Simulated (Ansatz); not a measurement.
## Electronic structure of Y2Mn in real space

The calculation's input:

```
crystal:
  lattice:
    - [0.0, 4.4142303299, 4.4142303299]
    - [4.4142303299, 0.0, 4.4142303299]
    - [4.4142303299, 4.4142303299, 0.0]
  atoms:
    - { symbol: "Y", position: [0.125, 0.125, 0.125] }
    - { symbol: "Y", position: [0.625, 0.125, 0.125] }
    - { symbol: "Y", position: [0.125, 0.125, 0.625] }
    - { symbol: "Y", position: [0.125, 0.625, 0.125] }
    - { symbol: Mn, position: [0.5, 0.5, 0.5], spin: 4.92 }
    - { symbol: Mn, position: [0.75, 0.75, 0.75], spin: 4.92 }
basis:
  ecutwfc: 420
kpoints:
  mp_grid: { grid: [8, 8, 8] }
hamiltonian:
  xc: pbe
scf:
  occupations: { method: gaussian, width: 0.1 }
output:
  forces: true
  stress: true
  eigenvalues: true
  populations: true
  write_density: true
  write_potential: true
  elf: true
  volumetric_format: npy
magnetization:
  spin_polarized: true
relax:
  adjacent_minimum: "off"
  f_tol: 0.01
  max_steps: 80
  cell: { stress_tol: 0.05 }
```

Run with:

```sh
ansatz run input.yaml --threads 1 --pin off --max-ram 2560MiB --backend cpu --events-out ev --progress --plain --runs-dir out
```

Below, planes, directions and counts refer to the conventional cell (a = 8.84 Å, b = 8.84 Å, c = 8.84 Å, α = 90.00°, β = 90.00°, γ = 90.00°).

The fields are those of the relaxed geometry.

Space group Fd-3m; started from the cubic Laves (C15)_227 prototype, which need not be the ambient phase; the SCF solution may not be the lowest one; the program warned that another magnetic order may lie lower; spin-polarised.

These are results of Ansatz, DFT PBE, scalar-relativistic, plane waves, PAW, not measurements.

In a PAW calculation such maps are meaningful between the atoms, not at the nuclei.

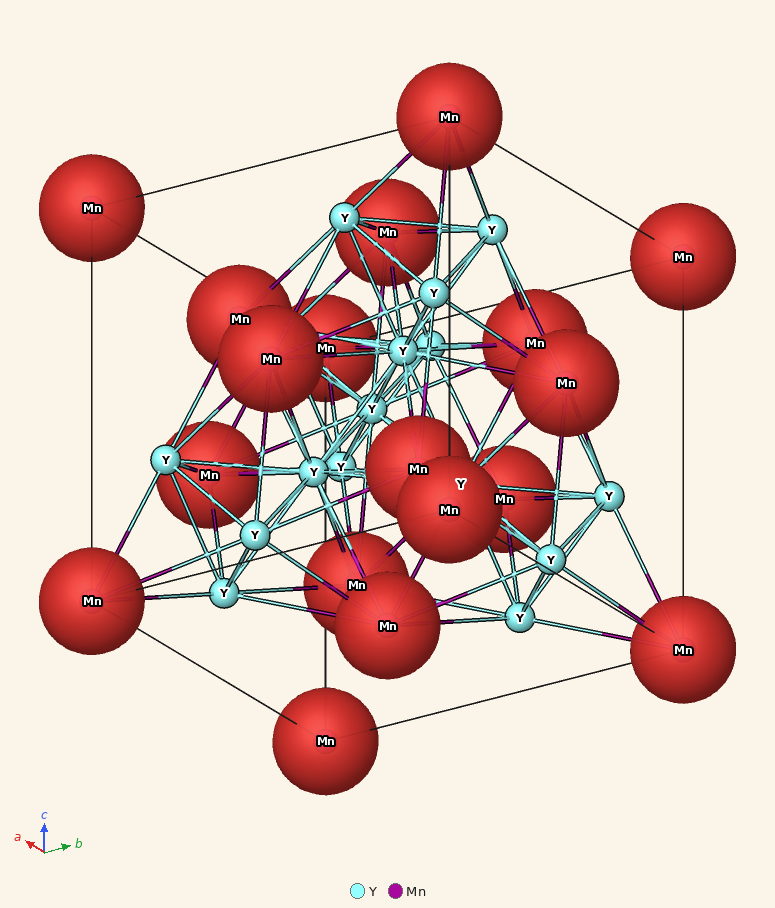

Figure 1. Isosurfaces of the spin density at +0.1 (red) and −0.1 e/Å³ (blue), seen at an oblique angle. Sticks mark near contacts.

Question: Which atoms carry the moments, and with what signs?

Answer: The spin density sits on Mn: +4.5 μB (×8) in one cell of 24 atoms, with smaller moments on Y (up to −0.07 μB): parallel moments (a ferromagnetic arrangement) in this solution. The cell of the calculation (6 atoms) carries 8.3 μB of net spin moment. Only one sign reaches the isovalue.

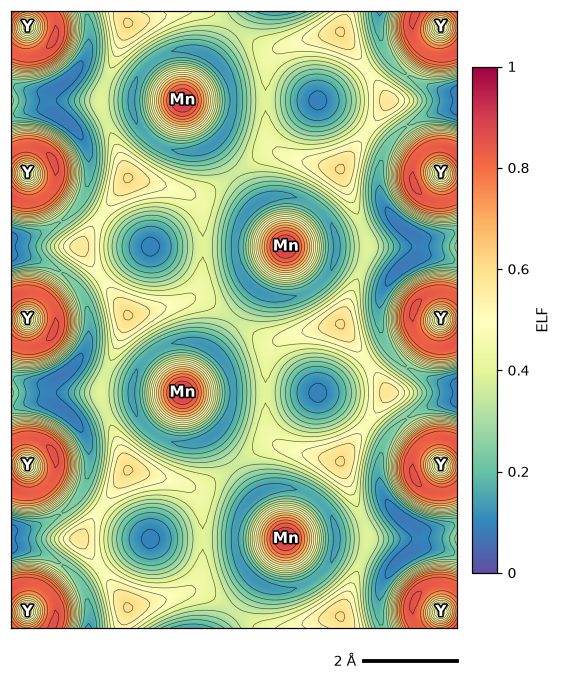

Figure 2. Electron localisation function on the (011) plane of the conventional cell.

Question: What does the map show?

Answer: The section cuts through Y and Mn sites. Y–Y (3.13 Å): the ELF is about 0.15 at the midpoint (no localised pair shows between them). Y–Mn (3.66 Å): the ELF is about 0.35 at the midpoint (no localised pair shows between them). The features right at Y and Mn lie inside the PAW spheres, where the map follows smoothed inner orbitals and isn't to be read closely.
